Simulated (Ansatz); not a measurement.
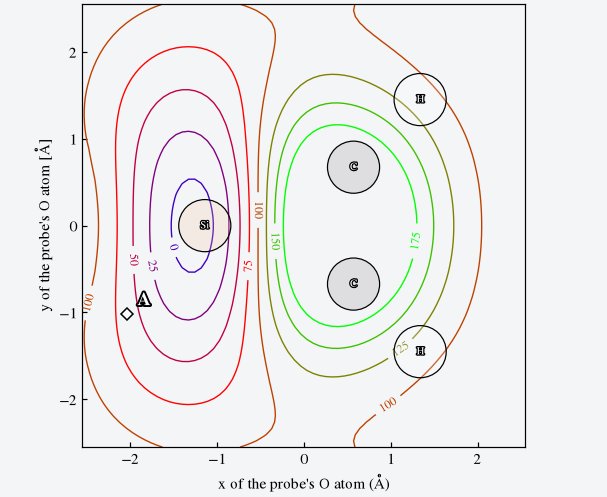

C₂H₂Si (SMILES C1=[Si]=C1) with the probe H2O. 
- The probe is moved over a plane parallel to the molecule's main plane, 2.70 Å above it.
- Coordinates scanned: (1) x of the probe's O atom; (2) y of the probe's O atom.
- Nothing is relaxed (molecule and probe rigid, the probe upright with O nearest the plane).
- Grid: 11 × 11 points; 79 points were computed and 42 follow by symmetry.
- Energies: meV, counted from the lowest grid point.
- The calculation used RKS B3LYP-D4/def2-SVPD in Ansatz 0.2.0.

Drawn: contour lines labelled in meV (none above 175), labelled circles for the molecule's atoms, projected on the plane, the point A. Between grid points the surface is interpolated.

Which way does the force act at A, and how strong is it?

Answer. A, at x of the probe's O atom = −2.04 Å, y of the probe's O atom = −1.02 Å, is not a stationary point. The computed force is 0.087 eV/Å in the plane, pointing right in the picture (components 0.086 and 0.012 eV/Å).
